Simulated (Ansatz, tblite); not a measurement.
**The cluster Ga7Sb7: charged states by level of theory**

Aim: the energy of removing and adding an electron for the cluster Ga7Sb7, by energy differences, and how well orbital energies stand in for it.

Program: Ansatz 0.2.0, Gaussian basis. Level of theory: as each input shows. These are calculated values, not measurements.

Plan: charge +1 doublet, at the geometry of the singlet (PBE0-D4/def2-TZVP, PBE-D4/def2-TZVP, LDA/def2-TZVP); charge -1 doublet, at the geometry of the singlet (PBE0-D4/def2-TZVP, PBE-D4/def2-TZVP, LDA/def2-TZVP); the starting singlet's energies come from earlier runs.

3 further runs of the same task are left out: 1 for a known fault of the program, 2 set aside as unsound or not needed.

### 1 The relaxed structure

The singlet was relaxed beforehand with PBE-D4/def2-SVP.

14 atoms, charge 0, spin multiplicity 1.

Atoms are counted from 1 here; the program's logs count them from 0.

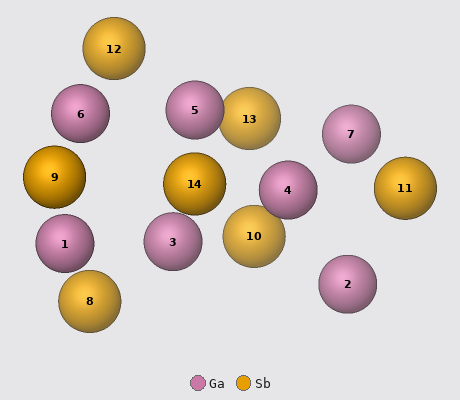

The structure; gallium pink, antimony amber; atoms are numbered from 1 in the order of the file.

Sb takes a core potential in the def2 sets. No spin-orbit coupling is included.

### 2 Charge +1 doublet at the fixed geometry, PBE0-D4/def2-TZVP

Input file in.yaml:

```yaml
crystal:
  periodic: [false, false, false]
  atoms:
    - {symbol: Ga, position_ang: [-3.646260, 1.239385, -0.044868]}
    - {symbol: Ga, position_ang: [1.033437, -4.119485, 0.644608]}
    - {symbol: Ga, position_ang: [-1.425923, -0.645060, -0.411791]}
    - {symbol: Ga, position_ang: [1.232491, -1.242070, 1.170994]}
    - {symbol: Ga, position_ang: [0.989217, 1.505962, -0.048381]}
    - {symbol: Ga, position_ang: [-1.308445, 3.393068, 0.019054]}
    - {symbol: Ga, position_ang: [3.689656, -1.624062, -0.216573]}
    - {symbol: Sb, position_ang: [-3.669722, -0.659532, -1.684851]}
    - {symbol: Sb, position_ang: [-3.232683, 3.075084, 1.693621]}
    - {symbol: Sb, position_ang: [0.514324, -2.200972, -1.541266]}
    - {symbol: Sb, position_ang: [3.356954, -3.009461, 1.894094]}
    - {symbol: Sb, position_ang: [0.735486, 3.660497, -1.448785]}
    - {symbol: Sb, position_ang: [2.365280, -0.025072, -1.865243]}
    - {symbol: Sb, position_ang: [-0.660511, 0.625119, 1.865387]}
basis:
  gaussian: {orbitals: def2-TZVP, fitting: {mean_field: def2-universal-jkfit}}
total_charge: 1
magnetization: {spin_polarized: true, initial_magnetization: 1}
hamiltonian: {xc: pbe0, dispersion: d4}
scf: {omitted_lower_state_checks: [starts]}
output: {orbitals: {seedname: orbitals}}
```

On the command line:

```bash
$ ansatz run in.yaml --threads 2 --pin off --events-out ev --progress --plain --max-ram 32768MiB --backend cuda --devices 0, --max-vram 18GiB
```

The program printed:

```text
Functional definition: PBE0
  name "PBE0"
  cite "Adamo & Barone, J. Chem. Phys. 110, 6158 (1999) doi:10.1063/1.478522"
  cite "Perdew, Burke & Ernzerhof, Phys. Rev. Lett. 77, 3865 (1996) doi:10.1103/PhysRevLett.77.3865"
  parent pbe
  parameter a = 0.25
  parameter kappa = 0.804
  parameter beta = 0.06672455060314922
  exchange = (1 - a)*pbe_x(kappa = kappa, mu = beta*pi^2/3) + a*exact_x
  correlation = pbe_c(beta = beta)
these checks for a lower state are left out or cut short: starts
3388 factors; integrals over basis functions are off by at most 6.9e-1 eV
mean field evaluation 1: about -412361.1205 eV, gradient 4.6e1 eV
mean field evaluation 2: about -412234.9595 eV, gradient 1.4e2 eV
mean field evaluation 4: about -412363.8824 eV, gradient 2.8e1 eV
mean field evaluation 8: about -412370.0040 eV, gradient 1.5e0 eV
mean field evaluation 16: about -412370.0294 eV, gradient 6.9e-2 eV
mean field evaluation 32: about -412370.0779 eV, gradient 2.1e-5 eV
mean field -412370.07786205 eV, -15154.3208469524 hartree, gradient 6.1e-6 eV, S^2 0.776597; 0 other end points of the search recorded, 0 dependent functions left out
reference -412370.07790727 eV, -15154.3208486143 hartree; 189, 188 occupied and 497, 498 virtual orbitals, 3388 factors
Total energy: -412371.89169398 eV, -15154.3875040464 hartree
Checks for a lower state left out: starts
```

It took 34 s on 1 × H100 (card shared with other runs) with 2 threads of AMD EPYC 7R13, shared host; peak host memory 1.4 GiB.

From the report: HOMO -8.28 eV, LUMO -7.30 eV (over both spins); ⟨S²⟩ 0.777 (pure: 0.75).

### 3 Charge +1 doublet at the fixed geometry, PBE-D4/def2-TZVP

start.molden holds the orbitals of an earlier run on this state, given as this run's starting guess.

Changes to in.yaml since step 2:

```diff
@@ -18,6 +18,6 @@
 basis:
-  gaussian: {orbitals: def2-TZVP, fitting: {mean_field: def2-universal-jkfit}}
+  gaussian: {orbitals: def2-TZVP, fitting: {mean_field: def2-universal-jkfit}, initial_orbitals: start.molden}
 total_charge: 1
 magnetization: {spin_polarized: true, initial_magnetization: 1}
-hamiltonian: {xc: pbe0, dispersion: d4}
+hamiltonian: {xc: pbe, dispersion: d4}
 scf: {omitted_lower_state_checks: [starts]}
```

The command is unchanged.

The program printed:

```text
Functional definition: PBE
  name "PBE"
  cite "Perdew, Burke & Ernzerhof, Phys. Rev. Lett. 77, 3865 (1996) doi:10.1103/PhysRevLett.77.3865"
  parent pbe
  parameter kappa = 0.804
  parameter beta = 0.06672455060314922
  exchange = pbe_x(kappa = kappa, mu = beta*pi^2/3)
  correlation = pbe_c(beta = beta)
these checks for a lower state are left out or cut short: starts
3388 factors; integrals over basis functions are off by at most 6.9e-1 eV
mean field evaluation 1: about -412361.1710 eV, gradient 1.6e1 eV
mean field evaluation 2: about -412361.7877 eV, gradient 8.1e-1 eV
mean field evaluation 4: about -412361.8671 eV, gradient 5.0e-2 eV
mean field evaluation 8: about -412361.8624 eV, gradient 8.7e-5 eV
mean field evaluation 16: about -412361.8624 eV, gradient 3.4e-6 eV
mean field -412361.86236853 eV, -15154.0189331342 hartree, gradient 3.4e-6 eV, S^2 0.758445; 0 other end points of the search recorded, 0 dependent functions left out
reference -412361.86242804 eV, -15154.0189353212 hartree; 189, 188 occupied and 497, 498 virtual orbitals, 3388 factors
Total energy: -412363.86806629 eV, -15154.0926411673 hartree
Checks for a lower state left out: starts
```

Wall time 15 s (1 × H100 (card shared with other runs) with 2 threads of AMD EPYC 7R13, shared host); peak host memory 1.3 GiB.

Report: HOMO -7.72 eV, LUMO -7.66 eV (over both spins); ⟨S²⟩ 0.758 (pure: 0.75).

### 4 Charge +1 doublet at the fixed geometry, LDA/def2-TZVP

Changes to in.yaml since step 3:

```diff
@@ -21,3 +21,3 @@
 magnetization: {spin_polarized: true, initial_magnetization: 1}
-hamiltonian: {xc: pbe, dispersion: d4}
+hamiltonian: {xc: lda}
 scf: {omitted_lower_state_checks: [starts]}
```

The command is unchanged.

The program printed:

```text
Functional definition: SPW92
  name "SPW92"
  cite "Dirac, Proc. Camb. Phil. Soc. 26, 376 (1930) doi:10.1017/S0305004100016108"
  cite "Slater, Phys. Rev. 81, 385 (1951) doi:10.1103/PhysRev.81.385"
  cite "Perdew & Wang, Phys. Rev. B 45, 13244 (1992) doi:10.1103/PhysRevB.45.13244"
  exchange = slater_x
  correlation = pw_c
these checks for a lower state are left out or cut short: starts
3388 factors; integrals over basis functions are off by at most 6.9e-1 eV
mean field evaluation 1: about -411773.6013 eV, gradient 3.9e1 eV
mean field evaluation 2: about -411775.1046 eV, gradient 2.0e0 eV
mean field evaluation 4: about -411775.2802 eV, gradient 1.4e-1 eV
mean field evaluation 8: about -411775.2780 eV, gradient 4.3e-4 eV
mean field evaluation 16: about -411775.2780 eV, gradient 1.7e-5 eV
mean field -411775.27801462 eV, -15132.4623557291 hartree, gradient 3.3e-6 eV, S^2 0.753094; 0 other end points of the search recorded, 0 dependent functions left out
reference -411775.27807121 eV, -15132.4623578090 hartree; 189, 188 occupied and 497, 498 virtual orbitals, 3388 factors
Total energy: -411775.27807121 eV, -15132.4623578090 hartree
Checks for a lower state left out: starts
```

Wall time 17 s (1 × H100 (card shared with other runs) with 2 threads of AMD EPYC 7R13, shared host); peak host memory 1.3 GiB.

Report: HOMO -7.96 eV, LUMO -7.92 eV (over both spins); ⟨S²⟩ 0.753 (pure: 0.75).

### 5 Vertical ionisation energy

Charged state less starting state, singlet to doublet; the starting state's energies are those of its earlier runs.

| level | vertical ionisation energy (eV) | time |
| --- | --- | --- |
| LDA/def2-TZVP | +6.43 | 28 s |
| PBE-D4/def2-TZVP | +6.22 | 26 s |
| PBE0-D4/def2-TZVP | +6.36 | 50 s |

Times add the two runs; a level without a time comes out of a correlated run.

Beside −ε(HOMO) of the starting state:

| level | −ε(HOMO) (eV) | by difference (eV) | mismatch (eV) |
| --- | --- | --- | --- |
| LDA/def2-TZVP | 4.94 | 6.43 | -1.49 |
| PBE-D4/def2-TZVP | 4.73 | 6.22 | -1.49 |
| PBE0-D4/def2-TZVP | 5.37 | 6.36 | -0.99 |

### 6 Charge -1 doublet at the fixed geometry, PBE0-D4/def2-TZVP

Changes to in.yaml since step 4:

```diff
@@ -18,6 +18,6 @@
 basis:
-  gaussian: {orbitals: def2-TZVP, fitting: {mean_field: def2-universal-jkfit}, initial_orbitals: start.molden}
-total_charge: 1
+  gaussian: {orbitals: def2-TZVP, fitting: {mean_field: def2-universal-jkfit}}
+total_charge: -1
 magnetization: {spin_polarized: true, initial_magnetization: 1}
-hamiltonian: {xc: lda}
+hamiltonian: {xc: pbe0, dispersion: d4}
 scf: {omitted_lower_state_checks: [starts]}
```

Launched as before.

The program printed, shortened:

```text
Functional definition: PBE0
  name "PBE0"
  cite "Adamo & Barone, J. Chem. Phys. 110, 6158 (1999) doi:10.1063/1.478522"
  cite "Perdew, Burke & Ernzerhof, Phys. Rev. Lett. 77, 3865 (1996) doi:10.1103/PhysRevLett.77.3865"
  parent pbe
[...]
3388 factors; integrals over basis functions are off by at most 6.9e-1 eV
[...]
mean field -412378.84663508 eV, -15154.6430934177 hartree, gradient 2.2e-5 eV, S^2 0.765794; 0 other end points of the search recorded, 0 dependent functions left out
reference -412378.84667556 eV, -15154.6430949052 hartree; 190, 189 occupied and 496, 497 virtual orbitals, 3388 factors
Total energy: -412380.70119330 eV, -15154.7112471752 hartree
Checks for a lower state left out: starts
```

Run time: 19 s. Hardware: 1 × H100 (card shared with other runs) with 2 threads of AMD EPYC 7R13, shared host; peak host memory 1.4 GiB.

From the report: HOMO -1.48 eV, LUMO 0.01 eV (over both spins); ⟨S²⟩ 0.766 (pure: 0.75).

### 7 Charge -1 doublet at the fixed geometry, PBE-D4/def2-TZVP

Changes to in.yaml since step 6:

```diff
@@ -18,6 +18,6 @@
 basis:
-  gaussian: {orbitals: def2-TZVP, fitting: {mean_field: def2-universal-jkfit}}
+  gaussian: {orbitals: def2-TZVP, fitting: {mean_field: def2-universal-jkfit}, initial_orbitals: start.molden}
 total_charge: -1
 magnetization: {spin_polarized: true, initial_magnetization: 1}
-hamiltonian: {xc: pbe0, dispersion: d4}
+hamiltonian: {xc: pbe, dispersion: d4}
 scf: {omitted_lower_state_checks: [starts]}
```

Launched as before.

The program printed:

```text
Functional definition: PBE
  name "PBE"
  cite "Perdew, Burke & Ernzerhof, Phys. Rev. Lett. 77, 3865 (1996) doi:10.1103/PhysRevLett.77.3865"
  parent pbe
  parameter kappa = 0.804
  parameter beta = 0.06672455060314922
  exchange = pbe_x(kappa = kappa, mu = beta*pi^2/3)
  correlation = pbe_c(beta = beta)
these checks for a lower state are left out or cut short: starts
3388 factors; integrals over basis functions are off by at most 6.9e-1 eV
mean field evaluation 1: about -412369.7475 eV, gradient 1.6e1 eV
mean field evaluation 2: about -412370.3538 eV, gradient 7.5e-1 eV
mean field evaluation 4: about -412370.3672 eV, gradient 5.4e-2 eV
mean field evaluation 8: about -412370.3673 eV, gradient 1.5e-5 eV
mean field -412370.36728809 eV, -15154.3314831633 hartree, gradient 1.5e-5 eV, S^2 0.756021; 0 other end points of the search recorded, 0 dependent functions left out
reference -412370.36734179 eV, -15154.3314851366 hartree; 190, 189 occupied and 496, 497 virtual orbitals, 3388 factors
Total energy: -412372.41754575 eV, -15154.4068287427 hartree
Checks for a lower state left out: starts
```

Wall time 13 s (1 × H100 (card shared with other runs) with 2 threads of AMD EPYC 7R13, shared host); peak host memory 1.2 GiB.

HOMO -0.84 eV, LUMO -0.45 eV (over both spins); ⟨S²⟩ 0.756 (pure: 0.75).

### 8 Charge -1 doublet at the fixed geometry, LDA/def2-TZVP

Changes to in.yaml since step 7:

```diff
@@ -21,3 +21,3 @@
 magnetization: {spin_polarized: true, initial_magnetization: 1}
-hamiltonian: {xc: pbe, dispersion: d4}
+hamiltonian: {xc: lda}
 scf: {omitted_lower_state_checks: [starts]}
```

Launched as before.

The program printed:

```text
Functional definition: SPW92
  name "SPW92"
  cite "Dirac, Proc. Camb. Phil. Soc. 26, 376 (1930) doi:10.1017/S0305004100016108"
  cite "Slater, Phys. Rev. 81, 385 (1951) doi:10.1103/PhysRev.81.385"
  cite "Perdew & Wang, Phys. Rev. B 45, 13244 (1992) doi:10.1103/PhysRevB.45.13244"
  exchange = slater_x
  correlation = pw_c
these checks for a lower state are left out or cut short: starts
3388 factors; integrals over basis functions are off by at most 6.9e-1 eV
mean field evaluation 1: about -411782.6019 eV, gradient 3.9e1 eV
mean field evaluation 2: about -411784.1164 eV, gradient 2.0e0 eV
mean field evaluation 4: about -411784.1975 eV, gradient 1.4e-1 eV
mean field evaluation 8: about -411784.1985 eV, gradient 8.1e-5 eV
mean field evaluation 16: about -411784.1985 eV, gradient 9.4e-6 eV
mean field -411784.19853971 eV, -15132.7901789798 hartree, gradient 9.4e-6 eV, S^2 0.752428; 0 other end points of the search recorded, 0 dependent functions left out
reference -411784.19859049 eV, -15132.7901808457 hartree; 190, 189 occupied and 496, 497 virtual orbitals, 3388 factors
Total energy: -411784.19859049 eV, -15132.7901808457 hartree
Checks for a lower state left out: starts
```

Run time: 13 s. Hardware: 1 × H100 (card shared with other runs) with 2 threads of AMD EPYC 7R13, shared host; peak host memory 1.3 GiB.

Report: HOMO -0.98 eV, LUMO -0.72 eV (over both spins); ⟨S²⟩ 0.752 (pure: 0.75).

### 9 Vertical electron affinity

Starting state less charged state (positive: the electron is bound), singlet to doublet; the starting state's energies are those of its earlier runs.

| level | vertical electron affinity (eV) | time |
| --- | --- | --- |
| LDA/def2-TZVP | +2.49 | 24 s |
| PBE-D4/def2-TZVP | +2.33 | 24 s |
| PBE0-D4/def2-TZVP | +2.45 | 35 s |

Times add the two runs; a level without a time comes out of a correlated run.

Beside −ε(LUMO) of the starting state:

| level | −ε(LUMO) (eV) | by difference (eV) | mismatch (eV) |
| --- | --- | --- | --- |
| LDA/def2-TZVP | 4.00 | 2.49 | +1.51 |
| PBE-D4/def2-TZVP | 3.77 | 2.33 | +1.44 |
| PBE0-D4/def2-TZVP | 3.36 | 2.45 | +0.91 |

### 10 Summary of results

| quantity | value |
| --- | --- |
| vertical ionisation energy, functionals in def2-TZVP | 6.22 (PBE-D4) to 6.43 eV (LDA) |
| vertical electron affinity, functionals in def2-TZVP | 2.33 (PBE-D4) to 2.49 eV (LDA) |

In words: The vertical ionisation energy spans 6.22 to 6.43 eV over the functionals. −ε(HOMO) misses the level's own difference by -0.99 eV at best (PBE0-D4) and -1.49 eV at worst (LDA). The vertical electron affinity spans 2.33 to 2.49 eV over the functionals. −ε(LUMO) misses the level's own difference by +0.91 eV at best (PBE0-D4) and +1.51 eV at worst (LDA).
